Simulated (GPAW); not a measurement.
# STM contrast on 1T-MnSeTe monolayer

Aim: Tersoff-Hamann images of 1T-MnSeTe monolayer at several biases.

Calculated with GPAW 26.7.0; GPAW, PAW setups; layer in a repeated cell with vacuum, relaxation of atoms and in-plane cell, in the first sound run; inputs show where later runs differ.

## 1. The structure

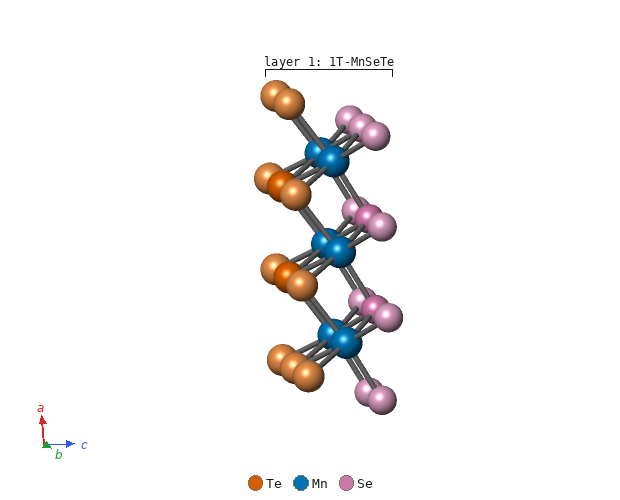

The cell as given, from the side, with the c axis across the page (tellurium orange, manganese blue, selenium pink). 2×1×1 cells are drawn. Some periodic images of atoms are drawn too.

The cell holds 3 atoms: 1 Te, 1 Mn and 1 Se. Cell: a = 3.637 Å, b = 3.637 Å, c = 18.920 Å, α = 90.0°, β = 90.0°, γ = 120.0°. Vacuum lies along c.

## 2. Relaxation

The atoms are relaxed first, since the surface dipole, and with it the work function, follows the positions of the outer layers.

The input, run.py:

```python
import json
import numpy as np
from ase import Atoms
from ase.filters import FrechetCellFilter
from ase.optimize import BFGS
from gpaw import GPAW, PW

slab = Atoms(
    ['Te', 'Mn', 'Se'],
    positions=[
        [1.81864, 1.04999, 8.00000],
        [0.00000, 0.00000, 9.61798],
        [-0.00000, 2.09998, 10.92026]],
    cell=[[3.63728, 0.0, 0.0], [-1.81864, 3.14997, 0.0], [0.0, 0.0, 18.9203]],
    pbc=[True, True, True],
    magmoms=[0.0, 4.0, 0.0])

slab.calc = GPAW(mode=PW(600), xc='PBE', kpts={'size': (9, 9, 1), 'gamma': True},
                 occupations={'name': 'fermi-dirac', 'width': 0.05}, nbands='160%',
                 convergence={'density': 1e-05}, maxiter=200,
                 symmetry={'tolerance': 1e-3}, txt='slab.txt')
result = {}
# The in-plane cell is free; stress needs a cell that repeats along all three vectors
path = []
opt = BFGS(FrechetCellFilter(slab, mask=[1, 1, 0, 0, 0, 1]), maxstep=0.2)
opt.attach(lambda: path.append((slab.get_potential_energy(), slab.positions.tolist(), slab.get_forces().tolist())))
result['relaxed'] = bool(opt.run(fmax=0.02, steps=45))
result['path'] = path
result['cell'] = slab.cell.tolist()
print('in-plane lattice', slab.cell.cellpar().round(4)[[0, 1, 5]])
energy = slab.get_potential_energy()
fermi = slab.calc.get_fermi_level()
v = slab.calc.get_electrostatic_potential().mean((0, 1)) - fermi
n = slab.calc.get_pseudo_density().mean((0, 1))
L = slab.cell[2, 2]
z = np.arange(len(v)) * L / len(v)
low, high = slab.positions[:, 2].min(), slab.positions[:, 2].max()
below, above = np.interp([low - 5.8, high + 5.8], z, v)
slopes = [np.interp(x, z, np.gradient(v, z)) for x in (low - 5.8, high + 5.8)]
eps = np.array([[slab.calc.get_eigenvalues(k, s) for k in range(len(slab.calc.get_ibz_k_points()))]
                for s in range(slab.calc.get_number_of_spins())]) - fermi
top, bottom = eps[eps < 0].max(), eps[eps > 0].min()
dipole = slab.get_dipole_moment()[2]
print(f'energy {energy:.4f} eV, Fermi level {fermi:.4f} eV, dipole {dipole:.5f} e A')
print(f'potential 5.8 A off the faces, from the Fermi level: lower {below:.4f} eV, upper {above:.4f} eV')
print(f'slope of the potential there: lower {slopes[0]:.5f}, upper {slopes[1]:.5f} eV/A')
print(f'nearest levels on the mesh: {top:.4f} and {bottom:.4f} eV')
print('magnetic moment', round(slab.get_magnetic_moment(), 3))
result.update(energy=energy, fermi=fermi, dipole=dipole, below=below, above=above, slopes=slopes, edges=[top, bottom],
              z=z.tolist(), v=v.tolist(), n=n.tolist(), positions=slab.positions.tolist(),
              forces=slab.get_forces(apply_constraint=False).tolist(), moments=slab.get_magnetic_moments().tolist())
json.dump(result, open('result.json', 'w'))
```

The run is started by

```
OMP_NUM_THREADS=1 OPENBLAS_NUM_THREADS=1 python run.py
```

The program printed:

```text
Step          Energy          fmax
BFGS:    0      -17.395515        0.257981
BFGS:    1      -17.397124        0.217265
BFGS:    2      -17.401180        0.046710
BFGS:    3      -17.401339        0.054768
BFGS:    4      -17.401582        0.058436
BFGS:    5      -17.401912        0.050176
BFGS:    6      -17.402198        0.026954
BFGS:    7      -17.402296        0.013381
in-plane lattice [  3.6264   3.6264 120.0001]
energy -17.3969 eV, Fermi level -1.1093 eV, dipole -0.05293 e A
potential 5.8 A off the faces, from the Fermi level: lower 4.6780 eV, upper 4.8700 eV
slope of the potential there: lower -0.04428, upper -0.04435 eV/A
nearest levels on the mesh: -0.0608 and 0.0150 eV
magnetic moment 2.848
```

It took 12 min on 1 thread of Arm Neoverse V1, shared host; peak memory 0.55 GiB.

This step gave:

- dipole along the normal: -0.05293 e·Å
- levels nearest the Fermi level on the mesh: -0.06080, 0.01501 eV from the Fermi level
- site moments: -0.08311, 2.882, -0.04378 μB
- sum of the site moments: 2.755 μB

The electrostatic potential energy of an electron (without an applied field's), less the Fermi level, planar mean by z:

| z (Å) | electrostatic potential energy of an electron (without an applied field's), less the Fermi level, planar mean (eV) |
| --- | --- |
| 0 | 4.77 |
| 1 | 4.73 |
| 2 | 4.69 |
| 3 | 4.64 |
| 4 | 4.60 |
| 5 | 4.54 |
| 6 | 4.24 |
| 7 | 0.270 |
| 8 | -19.7 |
| 9 | -4.37 |
| 10 | -7.12 |
| 11 | -16.3 |
| 12 | 3.04 |
| 13 | 4.93 |
| 14 | 4.99 |
| 15 | 4.95 |
| 16 | 4.90 |
| 17 | 4.86 |
| 18 | 4.81 |

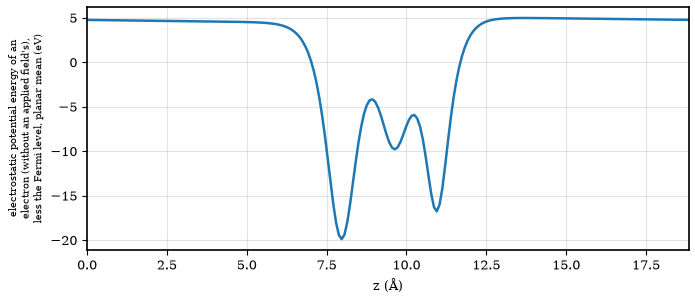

Electrostatic potential energy of an electron (without an applied field's), less the Fermi level, planar mean against z.

The pseudo valence density, planar mean oscillates, so the rows of the table below give means over windows of 2 Å about each position, cut where the curve ends. Its maxima inside the range that stand out by 2 % of the span (Å: e/Å³): 7.5: 0.276, 9.6: 1.62, 11.4: 0.322. Its minima: 7.9: 0.111, 11.0: 0.204.

The pseudo valence density, planar mean by z; means over each step:

| z (Å) | pseudo valence density, planar mean (e/Å³) |
| --- | --- |
| 4 | 1.4e-4 |
| 6 | 0.0312 |
| 8 | 0.254 |
| 10 | 0.767 |
| 12 | 0.133 |
| 14 | 9.0e-4 |
| 16 | 3.3e-6 |

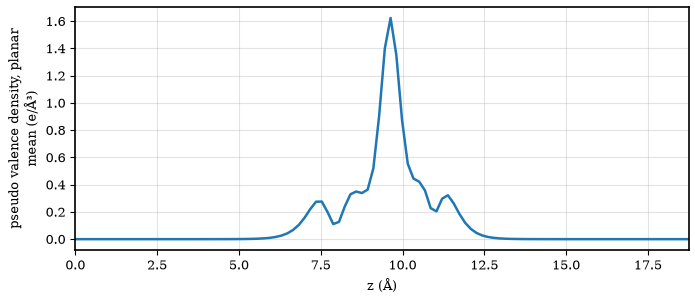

Pseudo valence density, planar mean, plotted against z.

Site moment by atom:

| atom | site moment (μB) |
| --- | --- |
| Te1 | -0.08 |
| Mn2 | 2.88 |
| Se3 | -0.04 |

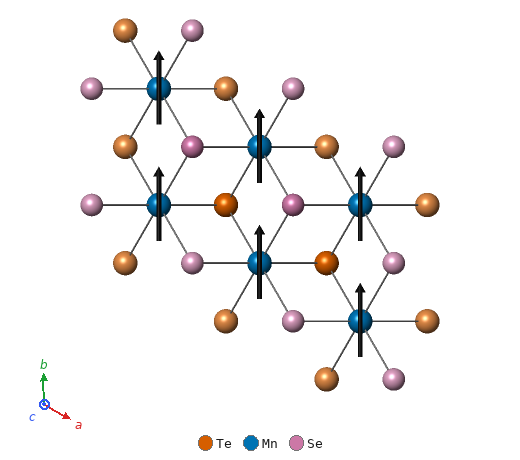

Site moment as arrows, the longest 2.88 μB. Up and down stand for the sign. Arrows give size and sign along the axis of quantisation, drawn up and down the page. 2×1×1 cells are drawn. Some periodic images of atoms are drawn too.

The relaxation lowered the energy of the cell by 0.00595 eV (energies extrapolated to zero smearing; the optimiser's log prints free energies). The largest force left on a free atom is 0.013 eV/Å.

## 3. Plane waves, PBE

The work function is the vacuum plateau of the electrostatic potential less the Fermi level; a dipole layer lets the two faces have plateaus of their own.

This step: GPAW, PAW setups; slab in vacuum (GPAW 26.7.0).

The cell differs from the one that the last finished run ended in (c 18.920 → 18.988 Å).

The input, run.py:

```python
import json
import numpy as np
from ase import Atoms
from ase.dft.stm import STM
from gpaw import GPAW, PW

slab = Atoms(
    ['Te', 'Mn', 'Se'],
    positions=[
        [1.81322, 1.04686, 8.00000],
        [-0.00000, -0.00000, 9.65738],
        [-0.00000, 2.09372, 10.98850]],
    cell=[[3.62644, 0.0, 0.0], [-1.81322, 3.14058, 0.0], [0.0, 0.0, 18.9885]],
    pbc=[True, True, False],
    magmoms=[0.0, 4.0, 0.0])

slab.calc = GPAW(mode=PW(400), xc='PBE', kpts={'size': (9, 9, 1), 'gamma': True},
                 occupations={'name': 'fermi-dirac', 'width': 0.05}, nbands='160%',
                 convergence={'density': 1e-05}, maxiter=200,
                 poissonsolver={'dipolelayer': 'xy'},
                 symmetry={'tolerance': 1e-3}, txt='slab.txt')
result = {}
energy = slab.get_potential_energy()
fermi = slab.calc.get_fermi_level()
v = slab.calc.get_electrostatic_potential().mean((0, 1)) - fermi
n = slab.calc.get_pseudo_density().mean((0, 1))
L = slab.cell[2, 2]
z = np.arange(len(v)) * L / len(v)
low, high = slab.positions[:, 2].min(), slab.positions[:, 2].max()
below, above = np.interp([low - 5.8, high + 5.8], z, v)
slopes = [np.interp(x, z, np.gradient(v, z)) for x in (low - 5.8, high + 5.8)]
eps = np.array([[slab.calc.get_eigenvalues(k, s) for k in range(len(slab.calc.get_ibz_k_points()))]
                for s in range(slab.calc.get_number_of_spins())]) - fermi
top, bottom = eps[eps < 0].max(), eps[eps > 0].min()
dipole = slab.get_dipole_moment()[2]
print(f'energy {energy:.4f} eV, Fermi level {fermi:.4f} eV, dipole {dipole:.5f} e A')
print(f'potential 5.8 A off the faces, from the Fermi level: lower {below:.4f} eV, upper {above:.4f} eV')
print(f'slope of the potential there: lower {slopes[0]:.5f}, upper {slopes[1]:.5f} eV/A')
print(f'nearest levels on the mesh: {top:.4f} and {bottom:.4f} eV')
print('magnetic moment', round(slab.get_magnetic_moment(), 3))
result.update(energy=energy, fermi=fermi, dipole=dipole, below=below, above=above, slopes=slopes, edges=[top, bottom],
              z=z.tolist(), v=v.tolist(), n=n.tolist(), positions=slab.positions.tolist(),
              forces=slab.get_forces(apply_constraint=False).tolist(), moments=slab.get_magnetic_moments().tolist())

# Images need the states of the whole zone, up to time reversal
slab.calc = slab.calc.fixed_density(symmetry={'point_group': False}, txt='states.txt', nbands='250%',
                                    convergence={'bands': 'CBM+1.8'})
stm = STM(slab)
result['stm'] = []
for bias in [-2.0, -1.0, 1.5]:
    height = high + 3.5
    current = stm.get_averaged_current(bias, height)
    x, y, h = stm.scan(bias, current)
    i, f = divmod(height / L * stm.ldos.shape[2], 1)
    I = abs((1 - f) * stm.ldos[:, :, int(i)] + f * stm.ldos[:, :, int(i) + 1])
    print(f'bias {bias} V: mean current at 3.5 A {current:.4e}, corrugation {np.ptp(h):.4f} A')
    result['stm'].append(dict(bias=bias, current=current, h=(h - high).tolist(), I=I.tolist()))
json.dump(result, open('result.json', 'w'))
```

The program printed:

```text
energy -17.3632 eV, Fermi level -1.1257 eV, dipole -0.03764 e A
potential 5.8 A off the faces, from the Fermi level: lower 4.4814 eV, upper 5.0770 eV
slope of the potential there: lower 0.00002, upper -0.00003 eV/A
nearest levels on the mesh: -0.0610 and 0.0146 eV
magnetic moment 2.847
bias -2.0 V: mean current at 3.5 A 5.1928e-05, corrugation 0.3145 A
bias -1.0 V: mean current at 3.5 A 1.9525e-05, corrugation 0.2093 A
bias 1.5 V: mean current at 3.5 A 7.2286e-05, corrugation 0.2541 A
```

It took 4.5 min on 1 thread; peak memory 0.52 GiB.

Numbers from this step:

* dipole along the normal: -0.03764 e·Å
* levels nearest the Fermi level on the mesh: -0.06097, 0.01464 eV from the Fermi level
* upper work function: 5.077 eV
* lower work function: 4.481 eV
* site moments: -0.08265, 2.880, -0.04396 μB
* corrugation -2: 0.3145 Å
* corrugation -1: 0.2093 Å
* corrugation 1.5: 0.2541 Å
* sum of the site moments: 2.753 μB

Electrostatic potential energy of an electron (without an applied field's), less the Fermi level, planar mean against z:

| z (Å) | electrostatic potential energy of an electron (without an applied field's), less the Fermi level, planar mean (eV) |
| --- | --- |
| 0 | 4.78 |
| 1 | 4.48 |
| 2 | 4.48 |
| 3 | 4.48 |
| 4 | 4.48 |
| 5 | 4.47 |
| 6 | 4.23 |
| 7 | 0.620 |
| 8 | -19.8 |
| 9 | -4.27 |
| 10 | -7.47 |
| 11 | -16.5 |
| 12 | 2.80 |
| 13 | 4.96 |
| 14 | 5.07 |
| 15 | 5.08 |
| 16 | 5.08 |
| 17 | 5.08 |
| 18 | 5.08 |

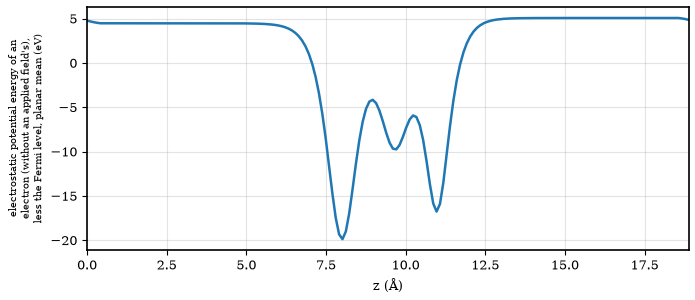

Electrostatic potential energy of an electron (without an applied field's), less the Fermi level, planar mean against z.

The pseudo valence density, planar mean oscillates, so the rows of the table below give means over windows of 2 Å about each position, cut where the curve ends. Its maxima inside the range that stand out by 2 % of the span (Å: e/Å³): 7.4: 0.273, 9.7: 1.61, 11.4: 0.326. Its minima: 8.0: 0.103, 11.0: 0.195.

Table of pseudo valence density, planar mean by z; means over each step:

| z (Å) | pseudo valence density, planar mean (e/Å³) |
| --- | --- |
| 4 | 1.3e-4 |
| 6 | 0.0292 |
| 8 | 0.249 |
| 10 | 0.770 |
| 12 | 0.136 |
| 14 | 0.00103 |
| 16 | 3.4e-6 |

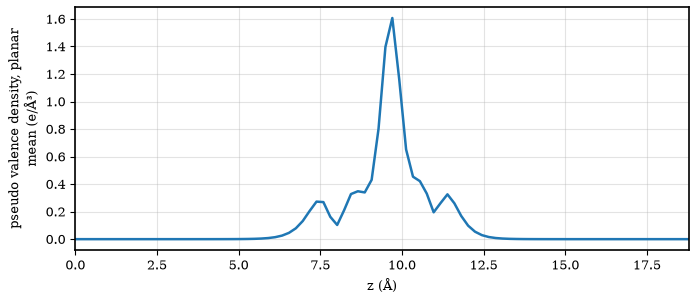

Pseudo valence density, planar mean against z.

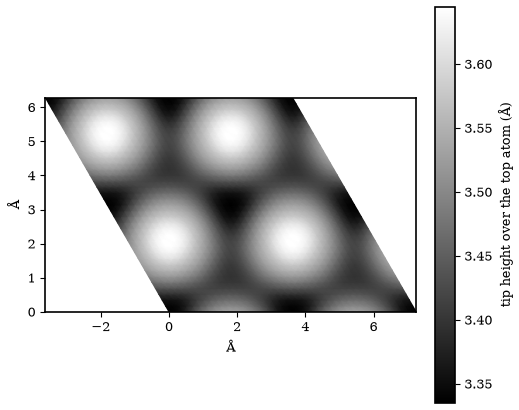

Tip height over the top atom over a1 and a2. Sample bias -2 V, constant current at the mean current 3.5 Å over the top atom. The cell is repeated, with its origin at the lower left corner.

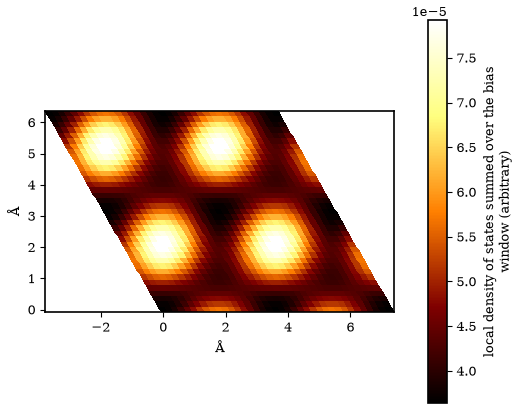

Local density of states summed over the bias window over a1 and a2. Sample bias -2 V, constant height 3.5 Å over the top atom. The cell is repeated, with its origin at the lower left corner.

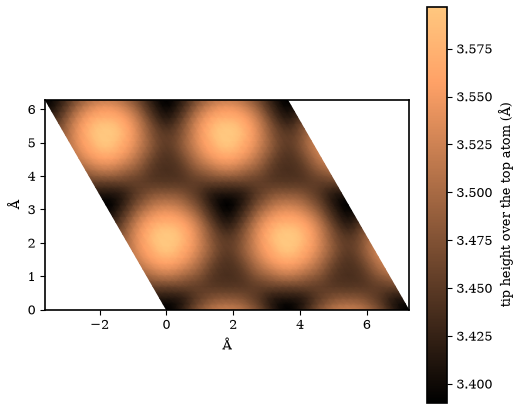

Tip height over the top atom over a1 and a2. Sample bias -1 V, constant current at the mean current 3.5 Å over the top atom. The cell is repeated, with its origin at the lower left corner.

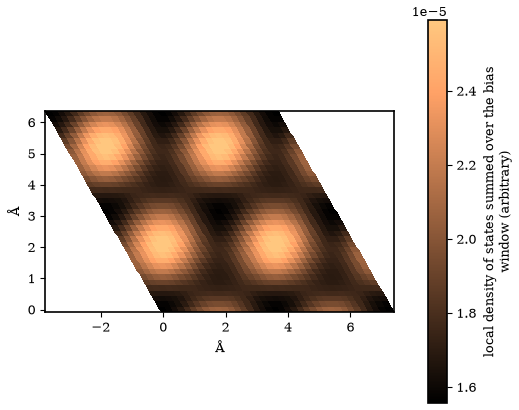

Local density of states summed over the bias window over a1 and a2. Sample bias -1 V, constant height 3.5 Å over the top atom. The cell is repeated, with its origin at the lower left corner.

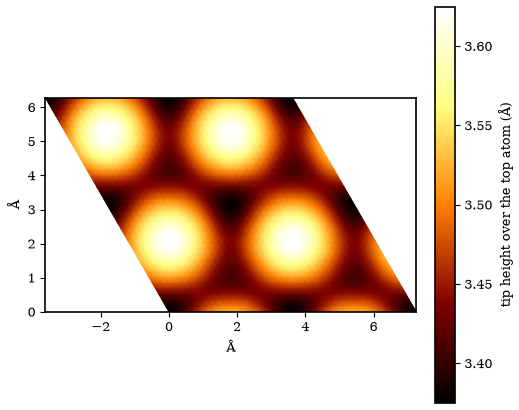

Tip height over the top atom over a1 and a2. Sample bias 1.5 V, constant current at the mean current 3.5 Å over the top atom. The cell is repeated, with its origin at the lower left corner.

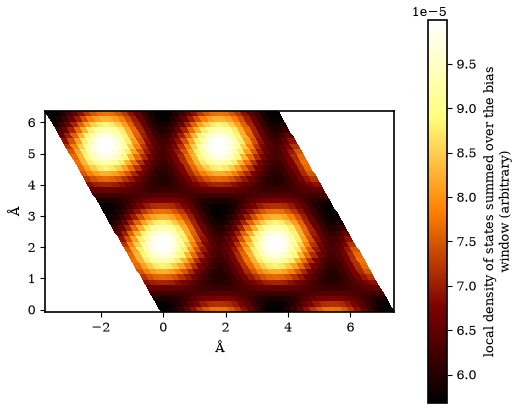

Local density of states summed over the bias window over a1 and a2. Sample bias 1.5 V, constant height 3.5 Å over the top atom. The cell is repeated, with its origin at the lower left corner.

The potential is flat to 2.7e-5 eV/Å where it is read, so the vacuum is wide enough.

## 4. A changed run

One more run, with changed settings.

Edit run.py of step 3 so:

```diff
@@ -3,3 +3,2 @@
 from ase import Atoms
-from ase.dft.stm import STM
 from gpaw import GPAW, PW
@@ -16,5 +15,5 @@
 
-slab.calc = GPAW(mode=PW(400), xc='PBE', kpts={'size': (9, 9, 1), 'gamma': True},
+slab.calc = GPAW(mode=PW(400), xc='pbe96', kpts={'size': (9, 9, 1), 'gamma': True},
                  occupations={'name': 'fermi-dirac', 'width': 0.05}, nbands='160%',
-                 convergence={'density': 1e-05}, maxiter=200,
+                 convergence={'density': 1e-05}, maxiter=50,
                  poissonsolver={'dipolelayer': 'xy'},
@@ -43,16 +42,2 @@
               forces=slab.get_forces(apply_constraint=False).tolist(), moments=slab.get_magnetic_moments().tolist())
-
-# Images need the states of the whole zone, up to time reversal
-slab.calc = slab.calc.fixed_density(symmetry={'point_group': False}, txt='states.txt', nbands='250%',
-                                    convergence={'bands': 'CBM+1.8'})
-stm = STM(slab)
-result['stm'] = []
-for bias in [-2.0, -1.0, 1.5]:
-    height = high + 3.5
-    current = stm.get_averaged_current(bias, height)
-    x, y, h = stm.scan(bias, current)
-    i, f = divmod(height / L * stm.ldos.shape[2], 1)
-    I = abs((1 - f) * stm.ldos[:, :, int(i)] + f * stm.ldos[:, :, int(i) + 1])
-    print(f'bias {bias} V: mean current at 3.5 A {current:.4e}, corrugation {np.ptp(h):.4f} A')
-    result['stm'].append(dict(bias=bias, current=current, h=(h - high).tolist(), I=I.tolist()))
 json.dump(result, open('result.json', 'w'))
```

The program printed:

```text
NameError: Unknown functional: pbe96.
```

Run time: 0.87 s. Hardware: 1 thread; peak memory 0.1 GiB.

The program refused the input before any cycle.

The program's message: “NameError: Unknown functional: pbe96.”

The change that led to it: xc = "pbe96".

## 5. Outcome

```json
{"work function, upper and lower face": "5.077 and 4.481 eV", "dipole along the normal": "-0.0376 e Å", "corrugation at -2 V": "0.315 Å", "corrugation at -1 V": "0.209 Å", "corrugation at 1.5 V": "0.254 Å"}
```

What this shows: The corrugation at constant current is largest at -2 V, where the tip height varies by 0.31 Å over the cell. Negative sample bias images filled states, positive bias empty ones. The two faces differ by 0.60 eV, the step that the slab's dipole makes (e p/(ε0 A) gives 0.60 eV), so the dipole layer is needed. The images are of Tersoff-Hamann type: an s-wave tip, no tip-sample forces, heights closer than in a microscope. The relaxation of atoms and cell ran in a fully periodic cell without the dipole layer, so the atoms of this polar layer felt a small spurious field. One magnetic start was tried; another order may lie lower. The layer's cell and atoms come from the relaxation; spin-orbit coupling and temperature are left out.

[Logs are printed without paths, hosts, clocks, repeated set-up lines and the standing remarks that a program may print on its own settings, such as how far it seeks lower states.]

[Hosts, paths, dates, database ids (printed as entryN), source tags and the programs' standing remarks are cut or masked in the printed files.]
